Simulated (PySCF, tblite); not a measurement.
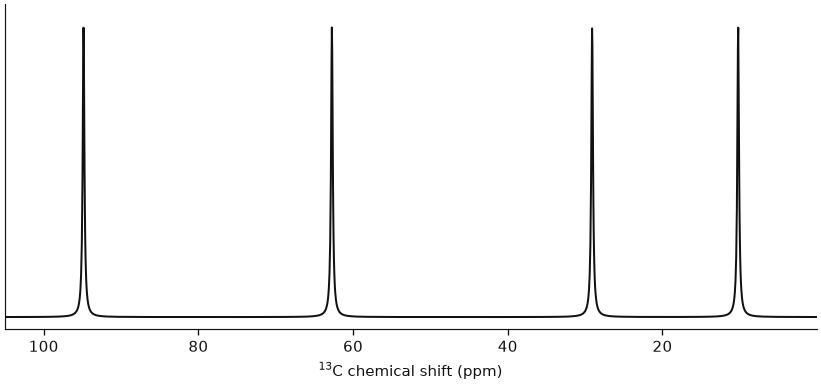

GIAO shifts, PBE0/pcSseg-1 in PySCF, at a GFN2-xTB geometry (a minimum by its frequencies), against TMS for ¹³C computed at the same level. Gas phase, fully decoupled, line heights follow the number of nuclei, widths are arbitrary (no quadrupolar broadening); values of one conformer, averaged over methyl-type rotors and exact or near symmetry; other conformers aren't averaged in.

Which structure fits the spectrum?
A. C₄H₁₀FNSi, SMILES FC[C@@H]1CCN[SiH2]1
B. C₄H₁₀FNSi, SMILES FC[C@H]1CC[SiH2]N1
C. C₃H₁₀O₂SSi₃, SMILES C=C1[Si@@H](O)[Si@@H]([SiH3])C[S@@]1=O
D. C₄H₁₁FOSi₂, SMILES CO[C@@H]1[SiH2][Si@H](F)[C@H]1C

Option B. Its ¹³C signals: 94.8 (1 C), 62.7 (1 C), 29.1 (1 C), 10.2 (1 C) ppm.

Known limits of this run: the tight-binding geometry is rougher than a DFT one and adds to the error.
